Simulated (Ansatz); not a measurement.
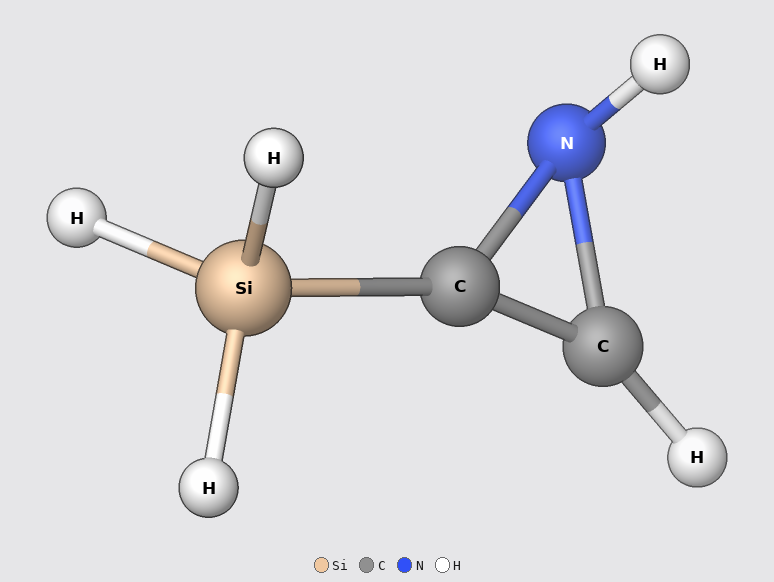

The structure as it stands in the input.

Ansatz 0.2.0 input:

```yaml
crystal:
  periodic: [false, false, false]
  atoms:
    - {symbol: Si, position_ang: [0.431831, 1.051844, -0.959372]}
    - {symbol: C, position_ang: [-0.171444, -0.162938, 0.266980]}
    - {symbol: C, position_ang: [-0.755336, -0.652594, 1.295033]}
    - {symbol: N, position_ang: [-0.399758, -1.701840, 0.349808]}
    - {symbol: H, position_ang: [1.887546, 0.847962, -1.172031]}
    - {symbol: H, position_ang: [0.183130, 2.419981, -0.441825]}
    - {symbol: H, position_ang: [-0.277919, 0.846547, -2.246842]}
    - {symbol: H, position_ang: [-1.286491, -0.567355, 2.227565]}
    - {symbol: H, position_ang: [0.476941, -2.127910, 0.663584]}
basis:
  gaussian: {orbitals: "6-31G*"}
total_charge: -1
magnetization: {spin_polarized: true, initial_magnetization: 1}
hamiltonian: {xc: {name: wB97M-V}}
accuracy: high
output: {forces: true}
```

It was started with:

```sh
ansatz run in.yaml --threads 2 --pin off --events-out ev --progress --plain --max-ram 4352MiB
```

Output:

```
Functional definition: wB97M-V
  name "wB97M-V"
  cite "Mardirossian & Head-Gordon, J. Chem. Phys. 144, 214110 (2016) doi:10.1063/1.4952647"
  cite "Becke, J. Chem. Phys. 107, 8554 (1997) doi:10.1063/1.475007"
  cite "Vydrov & Van Voorhis, J. Chem. Phys. 133, 244103 (2010) doi:10.1063/1.3521275"
  # Of w^i u^j: cxij and so on, Table III.
  parameter omega = 0.3/bohr
  parameter cx = 0.15
  parameter cx01 = 1.007
  parameter cx10 = 0.259
  parameter css00 = 0.443
  parameter css04 = -1.437
  parameter css10 = -4.535
  parameter css20 = -3.390
  parameter css43 = 4.278
  parameter cos00 = 1.000
  parameter cos10 = 1.358
  parameter cos20 = 2.924
  parameter cos21 = -8.812
  parameter cos60 = -1.390
  parameter cos61 = 9.142
  parameter b = 6.0
  parameter c = 0.01
  gx(w, u) = 1 - cx + cx01*u + cx10*w
  gss(w, u) = css00 + css04*u^4 + css10*w + css20*w^2 + css43*w^4*u^3
  gos(w, u) = cos00 + cos10*w + (cos20 + cos21*u)*w^2 + (cos60 + cos61*u)*w^6
  exchange = spin_sum(e_x_unif_sr(omega)*gx(b97_w, b97_u_x)) + cx*exact_x_sr(omega) + exact_x_lr(omega)
  correlation = spin_sum(e_c_pw_mod_same_spin*gss(b97_w, b97_u_same))
      + integral(e_c_pw_mod_opposite_spin*gos(b97_w_opposite, b97_u_opposite)) + vv10(b, c)
1700 factors; integrals over basis functions are off by at most 3.7e-9 eV
334 factors; integrals over basis functions are off by at most 2.4e-9 eV
mean field evaluation 1: about -11513.6445 eV, gradient 1.3e1 eV
mean field evaluation 2: about -11514.3263 eV, gradient 7.3e0 eV
mean field evaluation 4: about -11514.5840 eV, gradient 5.0e-1 eV
mean field evaluation 8: about -11514.6887 eV, gradient 1.3e-1 eV
mean field evaluation 16: about -11514.6894 eV, gradient 5.9e-3 eV
mean field evaluation 32: about -11514.6894 eV, gradient 3.0e-6 eV
mean field -11514.68942011 eV, -423.1570312522 hartree, gradient 5.8e-8 eV, S^2 0.754688; 4 other end points of the search recorded, 0 dependent functions left out
the calculation of the forces begins
reference -11514.68942455 eV, -423.1570314152 hartree; 20, 19 occupied and 54, 55 virtual orbitals, 1700 factors
Total energy: -11514.68942455 eV, -423.1570314152 hartree
Atom 0 at     0.431831     1.051844    -0.959372 Å, force    -1.283298    -2.313704     2.363729 eV/Å
Atom 1 at    -0.171444    -0.162938     0.266980 Å, force     2.692661     3.131196    -4.428484 eV/Å
Atom 2 at    -0.755336    -0.652594     1.295033 Å, force    -2.229616    -1.503489     4.722067 eV/Å
Atom 3 at    -0.399758    -1.701840     0.349808 Å, force    -0.575452    -0.364170    -0.691192 eV/Å
Atom 4 at     1.887546     0.847962    -1.172031 Å, force     0.572388     0.397215    -0.857802 eV/Å
Atom 5 at     0.183130     2.419981    -0.441825 Å, force     0.106224     0.349997    -0.096401 eV/Å
Atom 6 at    -0.277919     0.846547    -2.246842 Å, force     0.346198     0.409737    -1.070131 eV/Å
Atom 7 at    -1.286491    -0.567355     2.227565 Å, force    -0.185780    -0.117849    -0.081282 eV/Å
Atom 8 at     0.476941    -2.127910     0.663584 Å, force     0.556675     0.011068     0.139496 eV/Å
Dipole moment:     0.245497     0.232512     0.030558 e Å
```

Self-consistency was reached.
